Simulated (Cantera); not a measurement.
A closed system holds: 1 mol B2H6, 1.2 mol N2, equilibrated at 10.0 mbar.

Method: chemical equilibrium by Gibbs-energy minimisation in Cantera with the NASA 1993 tables (ideal gas, pure condensed phases). Candidate condensed phases: B, BN; 15 gas species. The feed counts by its element totals alone. Mutual solubility and eutectic melting of coexisting phases are not modelled. The tables' values for BH2 are old estimates; treat these amounts as uncertain. Rates play no part.

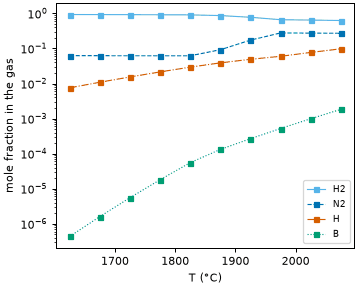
Figure: Equilibrium gas composition (values under 1e-9 drawn at 1e-9)

Question: Read off the mole fractions at 2025 °C.

Answer: H2 about 0.65, N2 about 0.27, H about 0.077, B about 0.00099.
